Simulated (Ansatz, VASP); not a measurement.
# AlGaAsN in two plane-wave programs

Wanted: the spread between two codes on one cell, functional and k mesh. The cell is invented: As first built, before any earlier steps moved the atoms: it takes the AlGaN2 structure with some of its atoms replaced by other elements, volume scaled by an estimate. It may not be a known or stable phase. The cell comes out of the VASP series on this material, whose earlier steps may have relaxed, scaled or displaced it; both programs get it as it stands.

Calculated with Ansatz 0.2.0; plane waves, with VASP 6.6.1 beside it; band structure at r2SCAN.

## Step 1: Set-up

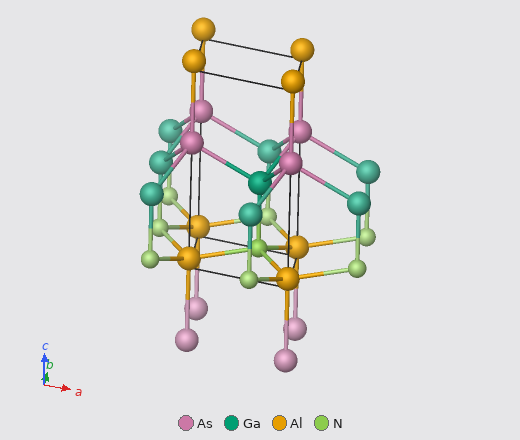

The cell as given, slightly off an axis (arsenic pink, gallium teal, aluminium orange, nitrogen green). Some periodic images of atoms are drawn too.

## Step 2: Ansatz: band structure, r2SCAN

Ansatz runs on its default PAW (the set named soft_2) files.

The same path points are solved in both programs, so levels can be compared one by one.

File input.yaml:

```yaml
crystal:
  lattice:
    - [3.5327190379, 0.0, 0.0]
    - [-1.766359519, 3.0594241788, 0.0]
    - [0.0, 0.0, 6.0245879883]
  atoms:
    - { symbol: As, position: [0.0, 0.0, 0.6321345327] }
    - { symbol: Ga, position: [0.66666667, 0.33333333, 0.4440523102] }
    - { symbol: Al, position: [0.0, 0.0, 0.0462720779] }
    - { symbol: "N", position: [0.66666667, 0.33333333, 0.1139410893] }
hamiltonian:
  xc: r2scan
  pseudopotentials: { kind: paw }
kpoints:
  mp_grid: { grid: [7, 7, 4] }
  band_path:
    path:
      - [0.0, 0.0, 0.0]
      - [0.13333, 0.0, 0.0]
      - [0.3, 0.0, 0.0]
      - [0.46667, 0.0, 0.0]
      - [0.46667, 0.06667, 0.0]
      - [0.41111, 0.17778, 0.0]
      - [0.35556, 0.28889, 0.0]
      - [0.28889, 0.28889, 0.0]
      - [0.17778, 0.17778, 0.0]
      - [0.06667, 0.06667, 0.0]
      - [0.0, 0.0, 0.03333]
      - [0.0, 0.0, 0.2]
      - [0.0, 0.0, 0.36667]
      - [0.0, 0.0, 0.5]
      - [0.16667, 0.0, 0.5]
      - [0.3, 0.0, 0.5]
      - [0.46667, 0.0, 0.5]
      - [0.46667, 0.06667, 0.5]
      - [0.41111, 0.17778, 0.5]
      - [0.35556, 0.28889, 0.5]
      - [0.28889, 0.28889, 0.5]
      - [0.17778, 0.17778, 0.5]
      - [0.06667, 0.06667, 0.5]
      - [0.5, 0.0, 0.46667]
      - [0.5, 0.0, 0.3]
      - [0.5, 0.0, 0.13333]
      - [0.33333, 0.33333, 0.0]
      - [0.33333, 0.33333, 0.16667]
      - [0.33333, 0.33333, 0.33333]
      - [0.33333, 0.33333, 0.5]
    npoints: 1
scf:
  occupations: { method: fermi_dirac, width: 0.05 }
  n_extra_bands: 8
output:
  forces: true
  stress: true
  eigenvalues: true
```

Started as:

```console
> ansatz run input.yaml --threads 2 --pin off --max-ram 4608MiB --backend cpu --events-out ev --progress --plain --runs-dir out
```

Numbers of over 12 decimals in the logs are rounded to 6 here.

The program printed:

```text
scf.n_extra_bands = 8 over 18 filled bands (N_el = 36.0): the run solves 26 bands
Engine: ansatz 0.2.0, x86_64-unknown-linux-gnu
Pseudopotentials: kind: paw
Pseudopotential: As, paw, valence charge 15, recommended cutoff 500 eV (meta_gga), As.paw.azcp
Pseudopotential: Ga, paw, valence charge 13, recommended cutoff 500 eV (meta_gga), Ga.paw.azcp
Pseudopotential: Al, paw, valence charge 3, recommended cutoff 500 eV (meta_gga), Al.paw.azcp
Pseudopotential: N, paw, valence charge 5, recommended cutoff 500 eV (meta_gga), N.paw.azcp
Functional definition: r2SCAN
  parameter k0 = 0.174
  parameter k1 = 0.065
  parameter a1 = 4.9479
  exchange = r2scan_x(k0 = k0, k1 = k1, a1 = a1)
  correlation = r2scan_c
Crystal: 4 atoms, lattice volume = 65.114 Å³
Basis set: ecut = 500 eV, 1641 PW (Γ), exchange–correlation on 108×108×180 points (64 copies of the dense FFT grid, shifted against one another)
Bands: 26, of which v1, the nominal top of the filled ones, is band 18 counted from 1 (17 counted from 0)
Symmetry: 6 space group operations
Space group: P3m1 (ITA 156), of the structure as read, at distance tolerance 4.0e-5 Å
k-points: 28 of 196 (time reversal used)
Non-local potential: As, projectors of the file, l = 0: 2, l = 1: 2, l = 2: 3, l = 3: 1
Non-local potential: Ga, projectors of the file, l = 0: 2, l = 1: 2, l = 2: 3, l = 3: 1
Non-local potential: Al, projectors of the file, l = 0: 2, l = 1: 2, l = 2: 1
Non-local potential: N, projectors of the file, l = 0: 2, l = 1: 2, l = 2: 1
PAW form: soft (Blöchl's): semilocal exchange-correlation on the pseudo side does not see the compensation charge
PAW frozen core: As, regenerated for the run's functional (the file was generated under x = pbe(κ = 0.804, μ = 0.219515), c = pbe(β = 0.066725))
PAW frozen core: Ga, regenerated for the run's functional (the file was generated under x = pbe(κ = 0.804, μ = 0.219515), c = pbe(β = 0.066725))
PAW frozen core: Al, regenerated for the run's functional (the file was generated under x = pbe(κ = 0.804, μ = 0.219515), c = pbe(β = 0.066725))
PAW frozen core: N, regenerated for the run's functional (the file was generated under x = pbe(κ = 0.804, μ = 0.219515), c = pbe(β = 0.066725))
PAW one-centre angular grid: As, 590 points (default); XC on 160 Gauss nodes
PAW one-centre angular grid: Ga, 590 points (default); XC on 160 Gauss nodes
PAW one-centre angular grid: Al, 302 points (default); XC on 160 Gauss nodes
PAW one-centre angular grid: N, 302 points (default); XC on 160 Gauss nodes
Initial density: superposition of atomic densities (neutral atoms: chi_scale 0, normalization atom), corrected by the library's trained network
Initial wavefunctions: pseudopotential atomic-orbital guess
Functional: x = r2scan, c = r2scan; τ floored in thin density (d = 2e-4 eV/Å³)
SCF iter   1: F=—  HF=-9581.827059 eV  |F-HF|=—  |Δ(HF+E_count)|=         —  Δρ=8.84e-3  dr2=7.06e-2  dr2_τ=6.72e-2  ethr=1.77e-3  ⟨swp⟩=5.8  Hψ=3579  notcnv=0  defer=2
preconditioner: auto → Kerker (q_TF=auto, 2.472 Å⁻¹)  [metal: Δε(μ)=0.052 eV  Ē_g=16.118 eV  σ=0.050 eV  W_gap=0.24  n_scr=22 (ndim 8)  ℏωp=23.5 eV  f_vac=0.001  D(μ)=0.54/eV (n_scr^D=2)]
SCF iter   2: F=—  HF=-9581.879629 eV  |F-HF|=—  |Δ(HF+E_count)|=   5.26e-2  Δρ=4.56e-3  dr2=3.19e-2  dr2_τ=3.30e-4  ethr=1.96e-4  ⟨swp⟩=2.0  Hψ=1471  notcnv=0  defer=55
SCF iter   3: F=—  HF=-9581.874938 eV  |F-HF|=—  |Δ(HF+E_count)|=   4.69e-3  Δρ=2.81e-3  dr2=1.48e-2  dr2_τ=1.19e-4  ethr=8.86e-5  ⟨swp⟩=2.0  Hψ=807  notcnv=0  defer=55
SCF iter   4: F=—  HF=-9581.871597 eV  |F-HF|=—  |Δ(HF+E_count)|=   3.34e-3  Δρ=1.07e-3  dr2=2.15e-3  dr2_τ=7.74e-6  ethr=4.12e-5  ⟨swp⟩=2.3  Hψ=1016  notcnv=0  defer=55
SCF iter   5: F=—  HF=-9581.871405 eV  |F-HF|=—  |Δ(HF+E_count)|=   1.92e-4  Δρ=5.45e-4  dr2=6.02e-4  dr2_τ=6.39e-6  ethr=5.98e-6  ⟨swp⟩=2.1  Hψ=1168  notcnv=0  defer=55
SCF iter   6: F=—  HF=-9581.871207 eV  |F-HF|=—  |Δ(HF+E_count)|=   1.98e-4  Δρ=2.23e-4  dr2=9.44e-5  dr2_τ=1.62e-6  ethr=1.67e-6  ⟨swp⟩=2.0  Hψ=1171  notcnv=0  defer=55
SCF iter   7: F=—  HF=-9581.871199 eV  |F-HF|=—  |Δ(HF+E_count)|=   8.40e-6  Δρ=1.21e-4  dr2=1.25e-5  dr2_τ=7.15e-7  ethr=2.62e-7  ⟨swp⟩=2.0  Hψ=1027  notcnv=0  defer=55
SCF iter   8: F=—  HF=-9581.871200 eV  |F-HF|=—  |Δ(HF+E_count)|=   1.26e-6  Δρ=4.96e-5  dr2=2.12e-6  dr2_τ=1.74e-7  ethr=3.46e-8  ⟨swp⟩=2.0  Hψ=1037  notcnv=0  defer=55
SCF iter   9: F=—  HF=-9581.871200 eV  |F-HF|=—  |Δ(HF+E_count)|=   1.18e-9  Δρ=1.63e-5  dr2=2.40e-7  dr2_τ=1.41e-8  ethr=5.89e-9  ⟨swp⟩=2.0  Hψ=1034  notcnv=0  defer=55
SCF iter  10: F=-9581.871200 eV  HF=-9581.871200 eV  |F-HF|=4.02e-10  |Δ(HF+E_count)|=   8.43e-9  Δρ=3.35e-6  dr2=1.31e-8  dr2_τ=3.73e-10  ethr=2.78e-10  ⟨swp⟩=9.0  Hψ=3065  notcnv=0
SCF 1 converged in 10 iterations: F = -9581.871200 eV  dr2 = 1.31e-8
  greatest PAW one-centre occupation: 0.999 electrons in one spin orbital (limit 2), on the As atom at site 0 (counted from 0), in its partial waves of l = 2
NSCF: frozen V_eff on 30 k-points
SCF converged after 10 iterations
Free energy (F): -9581.871200 eV
Harris-Foulkes:  -9581.871200 eV  (|F-HF|=4.02e-10)
Internal energy: -9581.869113 eV  (E = F + TS)
E sigma→0 (E₀):  -9581.870157 eV
Entropy (-TS):   -0.002087 eV (-0.522 meV/atom)
Fermi energy:    9.742568 eV
--- Per-component energies (eV) ---
  E_band       = -292.078169
  E_kinetic    = 373.275457
  E_local      = -4770.238231  (includes V_loc(G=0)·N_el)
  E_nonlocal   = -189.443133
  E_hartree    = 2384.442614
  E_xc         = -234.298190
  E_vxc        = -261.745770  (∫ρ·V_xc dr)
  E_paw        = -4452.633872  (= ΣΔE_a)
  E_vpaw       = -226.736851  (= ΣTr[D̂ρ^β])
  E_aug_tail   = -0.000031  (compensation charges beyond the density's cutoff)
  E_vtau       = 13.925353  (kinetic-family band-sum trace: ∫τ·v_τ [+ j·A + Jᵃ·Aᵃ] dr)
  E_ewald      = -2690.773576
  E_core_change = -2.200150  (= ΣΔE_core)
  E_smearing   = -0.002087  (= −TS)
  E_closure    = -0.000000  (closes the sum)
  Σ components = -9581.871200   (vs F -9581.871200, Δ=0.00e0)
--- Forces (eV/Å), atoms counted from 1 ---
  atom   1  As     0.00000000     0.00000000    -0.22131049
  atom   2  Ga     0.00000000    -0.00000000     0.14866206
  atom   3  Al     0.00000000     0.00000000    -0.15406669
  atom   4  N      0.00000000     0.00000000     0.22678416
  max |Σ_I F_I| component: 6.90e-5 eV/Å
--- Stress (GPa, compression-positive) ---
       -1.221051       0.000000      -0.000000
        0.000000      -1.221051      -0.000000
        0.000000      -0.000000      -2.508701
  P = ⅓ Tr σ = -1.6503 GPa (-16.503 kbar)
--- Band table (eV; the first three rows and the last of 28) ---
  k-point 0: bands = [... 14 lower, 5.4302, 7.1930, 8.6490, 9.9120, 9.9120, 13.4550, 14.8353, 14.8353, ... 4 higher]
  k-point 1: bands = [... 14 lower, 5.4449, 5.6767, 9.8188, 9.8626, 9.8626, 13.5760, 14.2964, 14.9247, ... 4 higher]
  k-point 2: bands = [... 14 lower, 5.4598, 5.4598, 9.8133, 9.8133, 10.6439, 13.1010, 14.2319, 15.1195, ... 4 higher]
  k-point 27: bands = [... 14 lower, 3.4424, 4.9409, 5.6584, 6.7001, 11.3590, 12.1848, 12.7936, 14.9938, ... 4 higher]
```

Wall time 5.7 s (2 threads of AMD EPYC 9R14 (Zen 4), shared host); peak memory 0.54 GiB; 10 s of CPU time.

Reading the cycles: dr2 is the Hartree energy of the density residual (eV), the measure of convergence; HF is the Harris–Foulkes estimate of the energy, which meets the free energy F at convergence.

## Step 3: VASP: band structure, r2SCAN

The same cell, functional, mesh and smearing now go to VASP, with its own data sets and cutoff.

Lines of VASP's logs that name or quote its potential files are left out, and so is its time.

File INCAR:

```
SYSTEM = AlGaAsN
PREC = Accurate
ENCUT = 520
EDIFF = 1E-06
NELM = 100
ISMEAR = -1
SIGMA = 0.05
LREAL = .FALSE.
ALGO = Normal
METAGGA = R2SCAN
LASPH = .TRUE.
NBANDS = 27
LORBIT = 11
LWAVE = .FALSE.
LCHARG = .FALSE.
KPAR = 2
```

File POSCAR:

```
AlGaAsN
1.0
    3.5327190379      0.0000000000      0.0000000000
   -1.7663595190      3.0594241788      0.0000000000
    0.0000000000      0.0000000000      6.0245879883
As Ga Al N
1 1 1 1
Direct
    0.0000000000      0.0000000000      0.6321345327
    0.6666666700      0.3333333300      0.4440523102
    0.0000000000      0.0000000000      0.0462720779
    0.6666666700      0.3333333300      0.1139410893
```

File KPOINTS:

```
Automatic mesh
0
Gamma
7 7 4
0 0 0
```

File KPOINTS_OPT:

```
Line mode
16
Line-mode
Reciprocal
  0.00000000   0.00000000   0.00000000 GAMMA
  0.50000000   0.00000000   0.00000000 M

  0.50000000   0.00000000   0.00000000 M
  0.33333333   0.33333333   0.00000000 K

  0.33333333   0.33333333   0.00000000 K
  0.00000000   0.00000000   0.00000000 GAMMA

  0.00000000   0.00000000   0.00000000 GAMMA
  0.00000000   0.00000000   0.50000000 A

  0.00000000   0.00000000   0.50000000 A
  0.50000000   0.00000000   0.50000000 L

  0.50000000   0.00000000   0.50000000 L
  0.33333333   0.33333333   0.50000000 H

  0.33333333   0.33333333   0.50000000 H
  0.00000000   0.00000000   0.50000000 A

  0.50000000   0.00000000   0.50000000 L
  0.50000000   0.00000000   0.00000000 M

  0.33333333   0.33333333   0.00000000 K
  0.33333333   0.33333333   0.50000000 H
```

PAW data sets: As, Ga_d, Al and N (PBE family, release 64).

Started as:

```console
> mpirun -np 2 vasp_std
```

The program printed:

```text
[banner, memory and clock lines left out]
running    2 mpi-ranks, on    1 nodes
 distrk:  each k-point on    1 cores,    2 groups
 distr:  one band on    1 cores,    1 groups

 POSCAR found type information on POSCAR AsGaAlN
 POSCAR found :  4 types and       4 ions
|                                                                             |
|               ----> ADVICE to this user running VASP <----                  |
|                                                                             |
|     You enforced a specific xc type in the INCAR file but a different       |
|     [... a line on the potential file left out ...]
|     I HOPE YOU KNOW WHAT YOU ARE DOING!                                     |
|                                                                             |

 LDA part: xc-table for (None), standard interpolation
 POSCAR, INCAR and KPOINTS ok, starting setup
 FFT: planning ... GRIDC
 FFT: planning ... GRID_SOFT
 FFT: planning ... GRID
 WAVECAR not read
 entering main loop
       N       E                     dE             d eps       ncg     rms          rms(c)
DAV:   1     0.163314451277E+03    0.16331E+03   -0.11344E+04  1681   0.126E+03
DAV:   2    -0.236353726070E+02   -0.18695E+03   -0.17006E+03  1672   0.384E+02
DAV:   3    -0.494361499383E+02   -0.25801E+02   -0.25321E+02  1874   0.955E+01
DAV:   4    -0.502338224496E+02   -0.79767E+00   -0.79632E+00  1789   0.182E+01
DAV:   5    -0.502483273658E+02   -0.14505E-01   -0.14502E-01  1991   0.240E+00    0.863E+00
DAV:   6    -0.437519417068E+02    0.64964E+01   -0.67423E+00  2110   0.208E+01    0.389E+00
DAV:   7    -0.438598604683E+02   -0.10792E+00   -0.96482E-01  1719   0.688E+00    0.271E+00
DAV:   8    -0.438788195787E+02   -0.18959E-01   -0.16103E-01  2064   0.331E+00    0.767E-01
DAV:   9    -0.438811706764E+02   -0.23511E-02   -0.33252E-02  1904   0.146E+00    0.295E-01
DAV:  10    -0.438818865736E+02   -0.71590E-03   -0.32921E-03  1755   0.341E-01    0.779E-02
DAV:  11    -0.438819521328E+02   -0.65559E-04   -0.19784E-04  1869   0.139E-01    0.534E-02
DAV:  12    -0.438819375304E+02    0.14602E-04   -0.76966E-05  2069   0.551E-02    0.148E-02
DAV:  13    -0.438819425491E+02   -0.50187E-05   -0.12809E-05  1713   0.225E-02    0.694E-03
DAV:  14    -0.438819431641E+02   -0.61498E-06   -0.11546E-06  1223   0.584E-03
   1 F= -.43881943E+02 E0= -.43880921E+02  d E =-.204405E-02
 Start KPOINTS_OPT (optional k-point list driver)
k-point batch [1-28\144]
       N       E                     dE             ncg
DAV:   1     0.263448324844E+04   -0.15983E+05     1693
DAV:   2    -0.239878635964E+04   -0.50333E+04     1683
DAV:   3    -0.306088312577E+04   -0.66210E+03     1866
DAV:   4    -0.307979835326E+04   -0.18915E+02     1786
DAV:   5    -0.308015986934E+04   -0.36152E+00     2087
DAV:   6    -0.308017351635E+04   -0.13647E-01     2019
DAV:   7    -0.308017368261E+04   -0.16626E-03     2137
DAV:   8    -0.308017368460E+04   -0.19972E-05     1521
DAV:   9    -0.308017368481E+04   -0.20446E-06     1242
[...]
k-point batch [141-144\144]
       N       E                     dE             ncg
DAV:   1     0.229817603710E+05   -0.37444E+04      249
DAV:   2     0.222815691194E+05   -0.70019E+03      232
DAV:   3     0.221893410799E+05   -0.92228E+02      277
DAV:   4     0.221867418520E+05   -0.25992E+01      237
DAV:   5     0.221866966103E+05   -0.45242E-01      296
DAV:   6     0.221866948421E+05   -0.17683E-02      277
DAV:   7     0.221866948288E+05   -0.13258E-04      288
DAV:   8     0.221866948286E+05   -0.26234E-06      189
```

[end of part 1 of 2]

[Lines on the potential files, build, host, timing and source positions are cut from VASP's logs without a mark.]

[Logs are printed without paths, hosts, clocks, repeated set-up lines and the standing remarks that a program may print on its own settings, such as how far it seeks lower states.]

[Hosts, paths, dates, database ids (printed as entryN), source tags and the programs' standing remarks are cut or masked in the printed files.]
